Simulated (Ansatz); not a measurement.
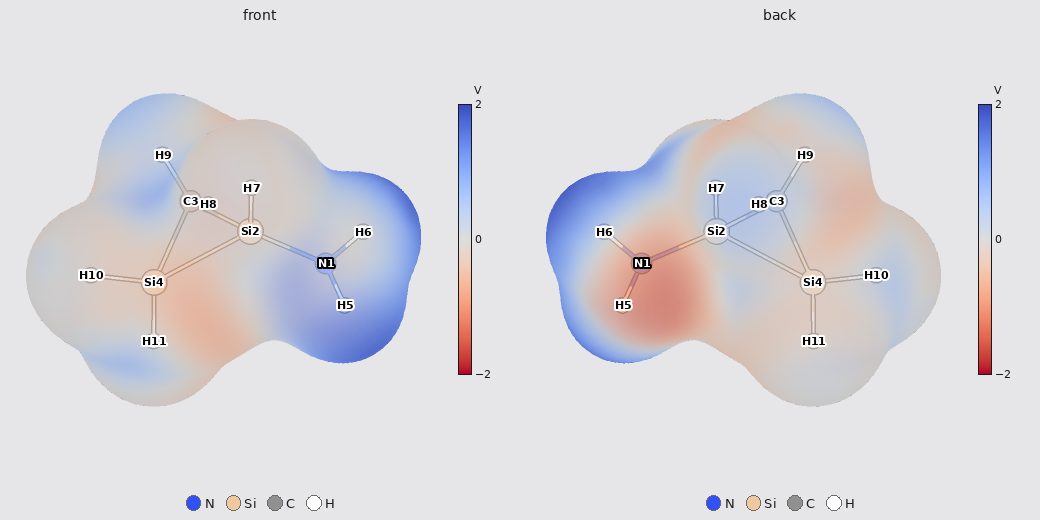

Figure 1: CH7NSi2 (SMILES N[SiH]1C[SiH2]1). The molecular electrostatic potential painted on the density surface at 0.002 e/bohr³, seen from the front and from behind; the colour scale runs from red (negative) to blue (positive).

These are results of RKS r2SCAN/def2-SVP (Ansatz 0.2.0), not measurements.

| atom | x (Å) | y (Å) | z (Å) |
| --- | --- | --- | --- |
| N | -1.3940 | 1.2991 | -0.6189 |
| Si | 0.2123 | 0.7756 | -0.2475 |
| C | 0.3462 | -0.4750 | 1.1722 |
| Si | 0.7130 | -1.4177 | -0.4585 |
| H | -1.6702 | 1.3943 | -1.5915 |
| H | -1.8347 | 2.0185 | -0.0507 |
| H | 1.3124 | 1.7894 | -0.2531 |
| H | -0.5923 | -0.7490 | 1.6757 |
| H | 1.1709 | -0.3670 | 1.8909 |
| H | 2.1109 | -1.9036 | -0.6329 |
| H | -0.3093 | -2.4217 | -0.8650 |

Question: Where is the surface potential most negative and most positive?

Answer: The most negative region (about −1.2 V, or −28 kcal/mol for a unit charge) lies over N1, the most positive (about +1.7 V, or +39 kcal/mol for a unit charge) over H5 and H6. N1 is the likeliest acceptor of a hydrogen bond.
